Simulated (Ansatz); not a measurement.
# MgCd3S4: complex band structure, part 3 of 3

Aim: relax a made-up compound, MgCd3S4, and see how good a tunnel barrier it would be. It is built by putting Mg for Zn in the ZnCd3S4 structure of space group P-43m, with the volume rescaled by atomic radii. The parent structure comes from the Materials Project.

Ansatz 0.2.0; LDA DFT, plane waves, PAW files (the session's first sound run).

So far, gap on the k-mesh (eV): step 3 (the bulk crystal and its band edges, LDA) 1.51; step 4 (complex bands, plane (001), LDA) 1.51; step 5 (PBE) 1.79.

The structure was built from a prototype and need not be the compound's stable phase.

## 6. Complex bands at another level

This step: PBE DFT, plane waves, PAW files; complex bands by layer matching along the plane's normal (Ansatz 0.2.0).

The complex bands at that level, over its own gap, at (0, 0) and (0.5, 0).

Input file input.yaml:

```yaml
crystal:
  lattice:
    - [5.714084674, 0.0, 0.0]
    - [0.0, 5.714084674, 0.0]
    - [0.0, 0.0, 5.714084674]
  atoms:
    - { symbol: Mg, position: [0.0, 0.0, 0.0] }
    - { symbol: Cd, position: [0.0, 0.5, 0.5] }
    - { symbol: Cd, position: [0.5, 0.5, 0.0] }
    - { symbol: Cd, position: [0.5, 0.0, 0.5] }
    - { symbol: S, position: [0.7551170597, 0.7551170597, 0.2448829403] }
    - { symbol: S, position: [0.7551170597, 0.2448829403, 0.7551170597] }
    - { symbol: S, position: [0.2448829403, 0.7551170597, 0.7551170597] }
    - { symbol: S, position: [0.2448829403, 0.2448829403, 0.2448829403] }
kpoints:
  mp_grid: { grid: [4, 4, 4] }
scf:
  occupations: { method: fixed }
hamiltonian:
  xc: pbe
output:
  eigenvalues: true
  transmission:
    leads: [[0, 0]]
    kpoints: [[0.0, 0.0], [0.5, 0.0]]
    e_range: [-1.0, 2.79]
    de: 0.09
```

Launch:

```console
$ ansatz run input.yaml --threads 2 --pin off --max-ram 4096MiB --backend cpu --events-out ev --progress --plain --runs-dir out
```

Numbers of over 12 decimals in the logs are rounded to 6 here.

What it wrote:

```text
[...]
Crystal: 8 atoms, lattice volume = 186.569 Å³
Basis set: ecut = 420 eV, 3743 PW (Γ)
Bands: 57, of which v1, the nominal top of the filled ones, is band 47 counted from 1 (46 counted from 0)
Symmetry: 24 space group operations
[...]
k-points: 10 of 64 (time reversal used)
[...]
SCF iter   1: F=—  HF=-30301.954452 eV  |F-HF|=—  |Δ(HF+E_count)|=         —  Δρ=5.84e-4  dr2=6.95e-4  ethr=1.77e-3  ⟨swp⟩=5.0  Hψ=1742  notcnv=0  defer=68
[...]
SCF iter   6: F=-30301.957209 eV  HF=-30301.957209 eV  |F-HF|=3.55e-8  |Δ(HF+E_count)|=   4.27e-7  Δρ=3.50e-6  dr2=3.21e-8  ethr=1.06e-10  ⟨swp⟩=11.6  Hψ=2274  notcnv=0
SCF 1 converged in 6 iterations: F = -30301.957209 eV  dr2 = 3.21e-8
[...]
transmission: 8 of 16 steps passed
transmission: 16 of 16 steps passed
SCF converged after 6 iterations
Free energy (F): -30301.957209 eV
[...]
Internal energy: -30301.957209 eV  (E = F + TS)
E sigma→0 (E₀):  -30301.957209 eV
Fermi energy:    6.539039 eV
[...]
--- Band table (eV; the first three rows and the last of 10) ---
  k-point 0: bands = [... 43 lower, 4.7834, 6.5390, 6.5390, 6.5390, 8.3254, 10.1678, 10.1678, 10.1678, ... 6 higher]
  k-point 1: bands = [... 43 lower, 4.9711, 5.6650, 6.2478, 6.2478, 9.3557, 10.4473, 10.8784, 10.8784, ... 6 higher]
  k-point 2: bands = [... 43 lower, 5.4070, 5.4070, 5.7407, 5.7407, 10.5858, 10.5912, 11.6239, 11.6433, ... 6 higher]
  k-point 9: bands = [... 43 lower, 5.9475, 6.0071, 6.0071, 6.0071, 9.8800, 9.8800, 9.8800, 10.9290, ... 6 higher]
--- Transmission ---
  basis      : 293 plane waves across, 8 finite elements along
  points     : 2, as listed
[...]
crystal 0  : S4Mg1Cd3, at the sites [0, 0], period 5.7141 Å: whole cells are its period
[...]
channels       : 0.000000e0 a spin
[...]
slowest decay  : 0.1482 /Å at (0.0000, 0.0000)
```

The job ended after 35 s (2 threads of Intel Xeon Platinum 8488C (Sapphire Rapids), shared host; peak memory 1.1 GiB; 69 s of CPU time).

Numbers from this step:

* level to which the leads are filled: 0.8932 eV from the Fermi level
* decay constant at the filling level, zone centre: 0.1482 Å⁻¹
* decay constant at the filling level, slowest listed point: 0.1482 Å⁻¹

K parallel (0, 0); values up to 1.5 1/Å, a degenerate pair printed once or twice; energies at which all values exceed this have no row. The Im kz of the slowest decaying states by energy, zero at the highest filled level on the SCF mesh:

| energy (eV) | decay 1 (Å⁻¹) | decay 2 (Å⁻¹) | decay 3 (Å⁻¹) | decay 4 (Å⁻¹) |
| --- | --- | --- | --- | --- |
| -1.000 | 0.0659 | 0.329 | 0.354 | 0.440 |
| -0.460 | 0.386 | 0.396 | 0.496 | 1.02 |
| -0.010 | 0.407 | 0.411 | 0.520 | 0.914 |
| 0.530 | 0.137 | 0.348 | 0.384 | 0.424 |
| 0.980 | 0.147 | 0.405 | 0.424 | 0.532 |
| 1.520 | 0.104 | 0.414 | 0.426 | 0.522 |
| 1.970 | 0.365 | 0.397 | 0.490 | 0.508 |
| 2.510 | 0.309 | 0.366 | 0.477 | 0.519 |

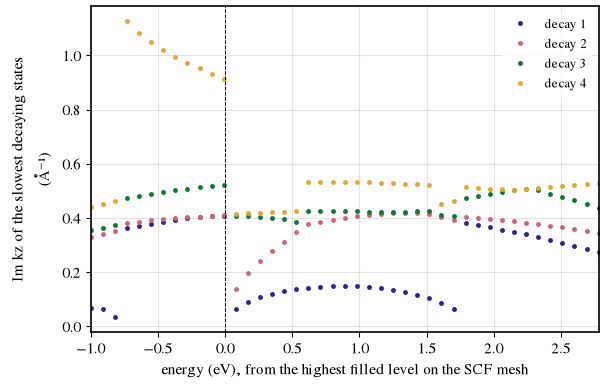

Im kz of the slowest decaying states, plotted against energy.

K parallel (0, 0). Table of Re kz of states that move upwards by energy, zero at the highest filled level on the SCF mesh:

| energy (eV) | channel 1 (Å⁻¹) | channel 2 (Å⁻¹) | channel 3 (Å⁻¹) |
| --- | --- | --- | --- |
| -1.00 | -0.303 | - | - |
| -0.73 | -0.484 | -0.484 | -0.242 |
| -0.46 | -0.356 | -0.356 | -0.179 |
| -0.10 | -0.156 | -0.156 | -0.0750 |
| -0.01 | -0.0488 | -0.0488 | -0.0230 |
| 0.17 | - | - | - |
| 0.44 | - | - | - |
| 0.71 | - | - | - |
| 1.07 | - | - | - |
| 1.34 | - | - | - |
| 1.61 | - | - | - |
| 1.88 | 0.0679 | - | - |
| 2.24 | 0.162 | - | - |
| 2.51 | 0.217 | - | - |
| 2.78 | 0.268 | - | - |

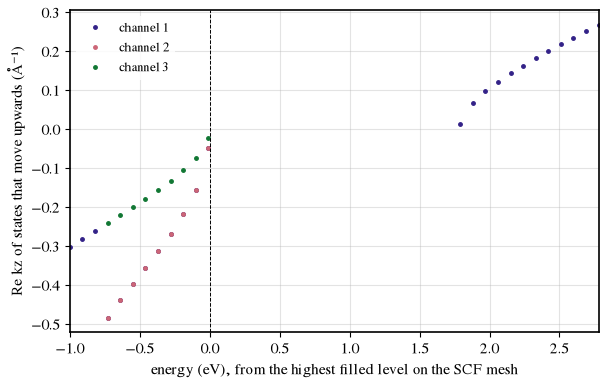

Re kz of states that move upwards against energy.

K parallel (0.5, 0); values up to 1.5 1/Å, a degenerate pair printed once or twice; energies at which all values exceed this have no row. Im kz of the slowest decaying states against energy, zero at the highest filled level on the SCF mesh:

| energy (eV) | decay 1 (Å⁻¹) | decay 2 (Å⁻¹) | decay 3 (Å⁻¹) | decay 4 (Å⁻¹) |
| --- | --- | --- | --- | --- |
| -1.0000 | 0.0323 | 0.163 | 0.905 | 1.34 |
| -0.7300 | 0.0764 | 0.108 | 0.256 | 0.859 |
| -0.4600 | 0.108 | 0.223 | 0.229 | 0.323 |
| -0.2800 | 0.208 | 0.266 | 0.295 | 0.353 |
| -0.0100 | 0.299 | 0.312 | 0.364 | 0.388 |
| 0.2600 | 0.344 | 0.358 | 0.413 | 0.413 |
| 0.5300 | 0.367 | 0.401 | 0.431 | 0.449 |
| 0.7100 | 0.378 | 0.424 | 0.440 | 0.468 |
| 0.9800 | 0.390 | 0.449 | 0.452 | 0.488 |
| 1.2500 | 0.397 | 0.454 | 0.473 | 0.502 |
| 1.5200 | 0.400 | 0.455 | 0.489 | 0.511 |
| 1.7900 | 0.398 | 0.452 | 0.500 | 0.515 |
| 1.9700 | 0.394 | 0.448 | 0.504 | 0.515 |
| 2.2400 | 0.385 | 0.438 | 0.502 | 0.511 |
| 2.5100 | 0.371 | 0.424 | 0.495 | 0.499 |
| 2.7800 | 0.352 | 0.405 | 0.477 | 0.491 |

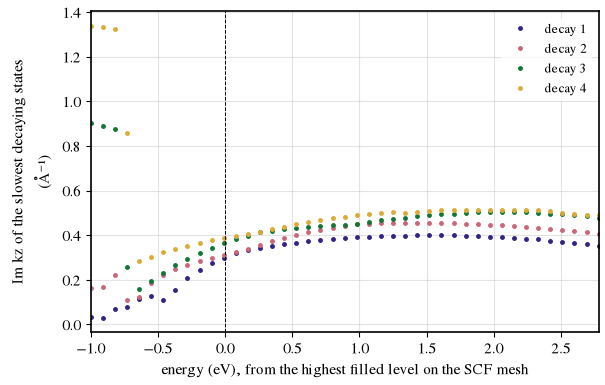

Im kz of the slowest decaying states, plotted against energy.

At the listed wavevectors the last open channel is at -0.01 eV and the next at +1.79 eV on the grid. At +0.89 eV, the grid energy nearest the filling level (the middle of the gap on the SCF mesh), the slowest state at the listed wavevectors decays with κ = 0.148 Å⁻¹, its amplitude falling by e over 6.7 Å; the first such run, plane (001), gave 0.127 Å⁻¹.

## 7. Results

```yaml
band_gap: 1.51 eV
least_decay_constant_at_mid_gap_normal_to_001: 0.127 Å⁻¹
least_decay_constant_pbe: 0.148 Å⁻¹
```

**Reading.** With LDA, the slowest decay at the wavevectors tried is κ = 0.127 Å⁻¹, normal to (001). Through such a film the transmission near mid-gap falls as exp(−2κd), a factor of ten every 9.1 Å. A free electron under a barrier of half the gap would need a mass of 0.081 mₑ to decay at this rate. With PBE the gap goes from 1.51 to 1.79 eV and the decay constant, over the first 2 listed wavevectors, from 0.127 to 0.148 Å⁻¹. The compound is made up by substitution; its stability against other phases and against distortions of the cell's symmetry was not tested. A semilocal functional narrows gaps, so real decay constants are likely larger.

[Logs are printed without paths, hosts, clocks, repeated set-up lines and the standing remarks that a program may print on its own settings, such as how far it seeks lower states.]

[Hosts, paths, dates, database ids (printed as entryN), source tags and the programs' standing remarks are cut or masked in the printed files.]

[New means built here by substitution; the compound itself may be known and measured.]
